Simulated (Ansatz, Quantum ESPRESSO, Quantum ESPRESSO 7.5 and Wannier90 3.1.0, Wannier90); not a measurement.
# Ballistic channels from Wannier functions: zigzag Be chain, bond 2.15 Å, width 0.8 Å

How many channels does the wire offer, and does a small Wannier basis get them right? The wire: zigzag Be chain, bond 2.15 Å, width 0.8 Å.

Method: plane-wave DFT, PBE, GBRV ultrasoft pseudopotentials (cross-check by Ansatz 0.2.0 with PAW datasets), in Quantum ESPRESSO 7.5 and Wannier90 3.1.0.

**1. Set-up**

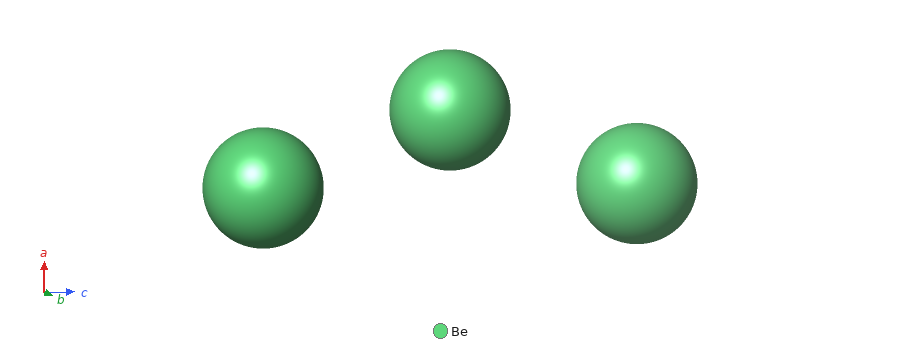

The cell as given, from the side, with the c axis across the page (beryllium green). Some periodic images of atoms are drawn too.

The cell holds 2 atoms: 2 Be. Cell: a = 9.000 Å, b = 8.000 Å, c = 3.991 Å, α = 90.0°, β = 90.0°, γ = 90.0°. Vacuum lies along a and b. The structure's axis is c.

**2. SCF with pw.x**

scf.in

```
&control
  prefix = 'scf'
  outdir = './out'
  pseudo_dir = './pseudo'
  calculation = 'scf'
  tprnfor = .true.
/
&system
  ibrav = 0
  nat = 2
  ntyp = 1
  ecutwfc = 34
  ecutrho = 170
  occupations = 'smearing'
  smearing = 'mv'
  degauss = 0.005
/
&electrons
  conv_thr = 1e-07
  mixing_beta = 0.4
  electron_maxstep = 120
  mixing_mode = 'local-TF'
/
ATOMIC_SPECIES
  Be  9.0122  be_pbe_v1.4.uspp.F.UPF
CELL_PARAMETERS angstrom
  9.00000000000000 0.00000000000000 0.00000000000000
  0.00000000000000 8.00000000000000 0.00000000000000
  0.00000000000000 0.00000000000000 3.99124040869502
ATOMIC_POSITIONS crystal
  Be  -0.044444444400 0.000000000000 0.000000000000
  Be  0.044444444400 0.000000000000 0.500000000000
K_POINTS automatic
  1 1 20 0 0 0
```

On the command line:

```
$ OMP_NUM_THREADS=1 mpirun -n 2 pw.x -nk 1 -in scf.in > scf.out
```

The program printed:

```text
Program PWSCF v.7.5 starts
[citation notice left out]

     Parallel version (MPI & OpenMP), running on       2 processor cores
     Number of MPI processes:                 2
     Threads/MPI process:                     1

     MPI processes distributed on     1 nodes
[...]
Current dimensions of program PWSCF are:
     Max number of different atomic species (ntypx) = 10
     Max number of k-points (npk) =  40000
     Max angular momentum in pseudopotentials (lmaxx) =  4
     Message from routine setup:
     using ibrav=0 with symmetry is DISCOURAGED, use correct ibrav instead

     R & G space division:  proc/nbgrp/npool/nimage =       2
     Subspace diagonalization in iterative solution of the eigenvalue problem:
     a serial algorithm will be used

     Parallelization info
     --------------------
     sticks:   dense  smooth     PW     G-vecs:    dense   smooth      PW
     Min        1744    1393    397                36329    25960    4002
     Max        1745    1394    398                36330    25961    4003
     Sum        3489    2787    795                72659    51921    8005

     Using Slab Decomposition

     bravais-lattice index     =            0
     lattice parameter (alat)  =      17.0075  a.u.
     unit-cell volume          =    1939.2642 (a.u.)^3
     number of atoms/cell      =            2
     number of atomic types    =            1
     number of electrons       =         8.00
     number of Kohn-Sham states=            8
     kinetic-energy cutoff     =      34.0000  Ry
     charge density cutoff     =     170.0000  Ry
     scf convergence threshold =      1.0E-07
     mixing beta               =       0.4000
     number of iterations used =            8  local-TF  mixing
     Exchange-correlation=  SLA  PW   PBX  PBC
                           (   1   4   3   4   0   0   0)

     celldm(1)=  17.007535  celldm(2)=   0.000000  celldm(3)=   0.000000
     celldm(4)=   0.000000  celldm(5)=   0.000000  celldm(6)=   0.000000

     crystal axes: (cart. coord. in units of alat)
               a(1) = (   1.000000   0.000000   0.000000 )
               a(2) = (   0.000000   0.888889   0.000000 )
               a(3) = (   0.000000   0.000000   0.443471 )

     reciprocal axes: (cart. coord. in units 2 pi/alat)
               b(1) = (  1.000000  0.000000  0.000000 )
               b(2) = (  0.000000  1.125000  0.000000 )
               b(3) = (  0.000000  0.000000  2.254938 )

     PseudoPot. # 1 for Be read from file:
     ./pseudo/be_pbe_v1.4.uspp.F.UPF
     Pseudo is Ultrasoft, Zval =  4.0
     Generated by new atomic code, or converted to UPF format
     Using radial grid of  769 points,  6 beta functions with:
                l(1) =   0
                l(2) =   0
                l(3) =   0
                l(4) =   1
                l(5) =   1
                l(6) =   2
     Q(r) pseudized with 10 coefficients,  rinner =    1.000   1.000   1.000
                                                       1.000   1.000

     atomic species   valence    mass     pseudopotential
     Be                4.00     9.01220     Be( 1.00)

      8 Sym. Ops., with inversion, found ( 4 have fractional translation)

   Cartesian axes

     site n.     atom                  positions (alat units)
         1        Be     tau(   1) = (  -0.0444444   0.0000000   0.0000000  )
         2        Be     tau(   2) = (   0.0444444   0.0000000   0.2217356  )

     number of k points=    11  Marzari-Vanderbilt smearing, width (Ry)=  0.0050
                       cart. coord. in units 2pi/alat
        k(    1) = (   0.0000000   0.0000000   0.0000000), wk =   0.1000000
        k(    2) = (   0.0000000   0.0000000   0.1127469), wk =   0.2000000
        k(    3) = (   0.0000000   0.0000000   0.2254938), wk =   0.2000000
        k(    4) = (   0.0000000   0.0000000   0.3382407), wk =   0.2000000
        k(    5) = (   0.0000000   0.0000000   0.4509876), wk =   0.2000000
        k(    6) = (   0.0000000   0.0000000   0.5637345), wk =   0.2000000
        k(    7) = (   0.0000000   0.0000000   0.6764814), wk =   0.2000000
        k(    8) = (   0.0000000   0.0000000   0.7892283), wk =   0.2000000
        k(    9) = (   0.0000000   0.0000000   0.9019752), wk =   0.2000000
        k(   10) = (   0.0000000   0.0000000   1.0147221), wk =   0.2000000
        k(   11) = (   0.0000000   0.0000000  -1.1274690), wk =   0.1000000

     Dense  grid:    72659 G-vectors     FFT dimensions: (  72,  64,  32)

     Smooth grid:    51921 G-vectors     FFT dimensions: (  64,  60,  30)

     Estimated max dynamical RAM per process >      96.30 MB

     Estimated total dynamical RAM >     192.60 MB

     Initial potential from superposition of free atoms

     starting charge       7.9997, renormalised to       8.0000

     negative rho (up, down):  3.374E-03 0.000E+00
     Starting wfcs are   10 randomized atomic wfcs

     total cpu time spent up to now is        0.4 secs

     per-process dynamical memory:    27.1 Mb

     Self-consistent Calculation

     iteration #  1     ecut=    34.00 Ry     beta= 0.40
     Davidson diagonalization with overlap
     ethr =  1.00E-02,  avg # of iterations =  2.7

     negative rho (up, down):  4.851E-04 0.000E+00

     total cpu time spent up to now is        1.2 secs

     total energy              =     -56.11091818 Ry
     estimated scf accuracy    <       0.21771983 Ry

     iteration #  2     ecut=    34.00 Ry     beta= 0.40
[...]
negative rho (up, down):  1.027E-05 0.000E+00

[...]
total energy              =     -56.07679508 Ry
     estimated scf accuracy    <       0.09727909 Ry

     iteration #  3     ecut=    34.00 Ry     beta= 0.40
[...]
negative rho (up, down):  7.533E-05 0.000E+00

[...]
total energy              =     -56.09223951 Ry
     estimated scf accuracy    <       0.00596781 Ry

     iteration #  4     ecut=    34.00 Ry     beta= 0.40
[...]
negative rho (up, down):  7.321E-04 0.000E+00

[...]
total energy              =     -56.09193573 Ry
     estimated scf accuracy    <       0.00394480 Ry

     iteration #  5     ecut=    34.00 Ry     beta= 0.40
[...]
negative rho (up, down):  6.034E-04 0.000E+00

[...]
total energy              =     -56.09180655 Ry
     estimated scf accuracy    <       0.00140229 Ry

     iteration #  6     ecut=    34.00 Ry     beta= 0.40
[...]
negative rho (up, down):  1.904E-03 0.000E+00

[...]
total energy              =     -56.09224146 Ry
     estimated scf accuracy    <       0.00022018 Ry

     iteration #  7     ecut=    34.00 Ry     beta= 0.40
[...]
negative rho (up, down):  2.845E-03 0.000E+00

[...]
total energy              =     -56.09231703 Ry
     estimated scf accuracy    <       0.00009871 Ry

     iteration #  8     ecut=    34.00 Ry     beta= 0.40
[...]
negative rho (up, down):  3.373E-03 0.000E+00

[...]
total energy              =     -56.09233202 Ry
     estimated scf accuracy    <       0.00000464 Ry

     iteration #  9     ecut=    34.00 Ry     beta= 0.40
[...]
Minimization algorithm failed to find Fermi energy: reverting to bisection
     Possible cause: smearing is larger than the electronic band-gap.

     negative rho (up, down):  3.340E-03 0.000E+00

[...]
total energy              =     -56.09233330 Ry
     estimated scf accuracy    <       0.00000426 Ry

     iteration # 10     ecut=    34.00 Ry     beta= 0.40
[...]
Minimization algorithm failed to find Fermi energy: reverting to bisection
     Possible cause: smearing is larger than the electronic band-gap.

     negative rho (up, down):  3.374E-03 0.000E+00

[...]
End of self-consistent calculation

          k = 0.0000 0.0000 0.0000 (  6459 PWs)   bands (ev):

  -103.8691-103.8540  -7.0436  -2.9671  -2.6953  -2.3232  -0.4239   0.8659

          k = 0.0000 0.0000 0.1127 (  6446 PWs)   bands (ev):

  -103.8685-103.8541  -7.0268  -2.9481  -2.6731  -2.3922  -0.4048   0.8856

          k = 0.0000 0.0000 0.2255 (  6466 PWs)   bands (ev):

  -103.8681-103.8552  -6.9762  -2.8927  -2.6065  -2.5837  -0.3485   0.9426

          k = 0.0000 0.0000 0.3382 (  6480 PWs)   bands (ev):

  -103.8679-103.8558  -6.8922  -2.8979  -2.7681  -2.4956  -0.2588   1.0279

          k = 0.0000 0.0000 0.4510 (  6484 PWs)   bands (ev):

  -103.8673-103.8565  -6.7750  -3.2263  -2.6482  -2.3407  -0.1459   1.1107

          k = 0.0000 0.0000 0.5637 (  6488 PWs)   bands (ev):

  -103.8666-103.8573  -6.6249  -3.5986  -2.4764  -2.1421  -0.0371   1.1125

[...]
the Fermi energy is    -2.8424 ev

!    total energy              =     -56.09233397 Ry
     estimated scf accuracy    <       0.00000005 Ry
     smearing contrib. (-TS)   =       0.00025508 Ry
     internal energy E=F+TS    =     -56.09258905 Ry

     The total energy is F=E-TS. E is the sum of the following terms:
     one-electron contribution =     -71.74199513 Ry
     hartree contribution      =      26.06423741 Ry
     xc contribution           =      -9.65872804 Ry
     ewald contribution        =      -0.75610329 Ry

     convergence has been achieved in  10 iterations

     Forces acting on atoms (cartesian axes, Ry/au):

     atom    1 type  1   force =     0.03650728    0.00000000    0.00000000
     atom    2 type  1   force =    -0.03650728    0.00000000    0.00000000

     Total force =     0.051629     Total SCF correction =     0.000121

[...]
=------------------------------------------------------------------------------=
   JOB DONE.
=------------------------------------------------------------------------------=
```

Wall time 7.7 s (2 MPI ranks of Arm Neoverse V1, shared host); peak memory 0.27 GiB; 15 s of CPU time.

Numbers from this step:

```
free energy  : -763.1751 eV
Fermi energy : -2.842 eV
```

The program's own clock; routines nest. Time by routine:

| routine | wall time (s) | calls |
| --- | --- | --- |
| PWSCF | 7.16 | 1 |
| electrons | 6.59 | 1 |
| c_bands | 2.92 | 10 |
| cegterg | 2.72 | 110 |
| h_psi | 2.44 | 380 |
| fftw | 2.4 | 5258 |
| vloc_psi | 2.21 | 380 |
| mix_rho | 1.37 | 10 |
| sum_band | 1.34 | 10 |
| newd | 0.76 | 11 |
| ffts | 0.75 | 1128 |
| init_run | 0.36 | 1 |
| v_of_rho | 0.28 | 11 |
| calbec | 0.17 | 534 |

The run needed 10 iterations to bring the estimated error under 1e-07 Ry; the largest force on any atom, held or free, is 0.94 eV/Å.

**3. Full uniform mesh without symmetry**

Wannier90 needs the states on a whole uniform mesh, listed point by point, without symmetry.

nscf.in

```
&control
  prefix = 'nscf'
  outdir = './out'
  pseudo_dir = './pseudo'
  calculation = 'nscf'
/
&system
  ibrav = 0
  nat = 2
  ntyp = 1
  ecutwfc = 34
  ecutrho = 170
  occupations = 'smearing'
  smearing = 'mv'
  degauss = 0.005
  nosym = .true.
  noinv = .true.
  nbnd = 18
/
&electrons
  conv_thr = 1e-09
  mixing_beta = 0.4
  electron_maxstep = 120
  mixing_mode = 'local-TF'
  diago_full_acc = .true.
/
ATOMIC_SPECIES
  Be  9.0122  be_pbe_v1.4.uspp.F.UPF
CELL_PARAMETERS angstrom
  9.00000000000000 0.00000000000000 0.00000000000000
  0.00000000000000 8.00000000000000 0.00000000000000
  0.00000000000000 0.00000000000000 3.99124040869502
ATOMIC_POSITIONS crystal
  Be  -0.044444444400 0.000000000000 0.000000000000
  Be  0.044444444400 0.000000000000 0.500000000000
K_POINTS crystal
10
  0.0000000000 0.0000000000 0.0000000000 0.1
  0.0000000000 0.0000000000 0.1000000000 0.1
  0.0000000000 0.0000000000 0.2000000000 0.1
  0.0000000000 0.0000000000 0.3000000000 0.1
  0.0000000000 0.0000000000 0.4000000000 0.1
  0.0000000000 0.0000000000 0.5000000000 0.1
  0.0000000000 0.0000000000 0.6000000000 0.1
  0.0000000000 0.0000000000 0.7000000000 0.1
  0.0000000000 0.0000000000 0.8000000000 0.1
  0.0000000000 0.0000000000 0.9000000000 0.1
```

On the command line:

```
$ cp -r out/scf.save out/nscf.save
$ cp out/scf.xml out/nscf.xml
$ OMP_NUM_THREADS=1 mpirun -n 2 pw.x -nk 1 -in nscf.in > nscf.out
```

The program printed:

```text
[banner, memory and clock lines left out]
Program PWSCF v.7.5 starts
[citation notice left out]

[...]
bravais-lattice index     =            0
     lattice parameter (alat)  =      17.0075  a.u.
     unit-cell volume          =    1939.2642 (a.u.)^3
     number of atoms/cell      =            2
     number of atomic types    =            1
     number of electrons       =         8.00
     number of Kohn-Sham states=           18
     kinetic-energy cutoff     =      34.0000  Ry
     charge density cutoff     =     170.0000  Ry
     Exchange-correlation=  SLA  PW   PBX  PBC
                           (   1   4   3   4   0   0   0)

[...]
PseudoPot. # 1 for Be read from file:
     ./pseudo/be_pbe_v1.4.uspp.F.UPF
     Pseudo is Ultrasoft, Zval =  4.0
     Generated by new atomic code, or converted to UPF format
     Using radial grid of  769 points,  6 beta functions with:
                l(1) =   0
                l(2) =   0
                l(3) =   0
                l(4) =   1
                l(5) =   1
                l(6) =   2
     Q(r) pseudized with 10 coefficients,  rinner =    1.000   1.000   1.000
                                                       1.000   1.000

     atomic species   valence    mass     pseudopotential
     Be                4.00     9.01220     Be( 1.00)

     No symmetry found

[...]
number of k points=    10  Marzari-Vanderbilt smearing, width (Ry)=  0.0050
[...]
Dense  grid:    72659 G-vectors     FFT dimensions: (  72,  64,  32)

     Smooth grid:    51921 G-vectors     FFT dimensions: (  64,  60,  27)

     The potential is recalculated from file :
     ./out/nscf.save/charge-density

     negative rho (up, down):  3.374E-03 0.000E+00
     Starting wfcs are   10 randomized atomic wfcs +    8 random wfcs

     Band Structure Calculation
     Davidson diagonalization with overlap

     ethr =  1.25E-11,  avg # of iterations = 62.1
     Minimization algorithm failed to find Fermi energy: reverting to bisection
     Possible cause: smearing is larger than the electronic band-gap.

     End of band structure calculation

          k = 0.0000 0.0000 0.0000 (  6459 PWs)   bands (ev):

  -103.8672-103.8521  -7.0424  -2.9663  -2.6943  -2.3216  -0.4241   0.8641
     1.8492   1.9812   1.9992   2.3735   3.1776   3.4505   4.3711   4.6736
     4.9382   6.1381

          k = 0.0000 0.0000 0.2255 (  6466 PWs)   bands (ev):

  -103.8662-103.8533  -6.9749  -2.8919  -2.6054  -2.5823  -0.3486   0.9408
     1.8807   1.9626   2.0738   2.4667   3.3735   3.5144   4.2444   4.4524
     5.0254   5.4654

[...]
the Fermi energy is    -2.8331 ev
     (compare with:    -2.8424 eV, computed in scf)

[...]
```

It took 9.4 s on 2 MPI ranks; peak memory 0.12 GiB.

Read from the output:

```
Fermi energy : -2.833 eV
```

The program's own clock; routines nest. Time by routine:

| routine | wall time (s) | calls |
| --- | --- | --- |
| PWSCF | 8.84 | 1 |
| electrons | 8.55 | 1 |
| c_bands | 8.55 | 1 |
| cegterg | 8.3 | 35 |
| h_psi | 6.1 | 666 |
| vloc_psi | 5.54 | 666 |
| fftw | 5.06 | 11580 |
| h_psi:calbec | 0.28 | 666 |
| calbec | 0.27 | 666 |
| add_vuspsi | 0.26 | 666 |
| s_psi | 0.25 | 666 |
| cdiaghg | 0.23 | 631 |
| init_run | 0.2 | 1 |
| newd | 0.07 | 1 |

[end of part 1 of 5]

[Logs are printed without paths, hosts, clocks, repeated set-up lines and the standing remarks that a program may print on its own settings, such as how far it seeks lower states.]

[Hosts, paths, dates, database ids (printed as entryN), source tags and the programs' standing remarks are cut or masked in the printed files.]

[Maps of the electrostatic potential energy from Ansatz leave out the sawtooth potential of an applied field or a dipole correction, so their vacuum need not be flat; planar profiles and work functions include it.]
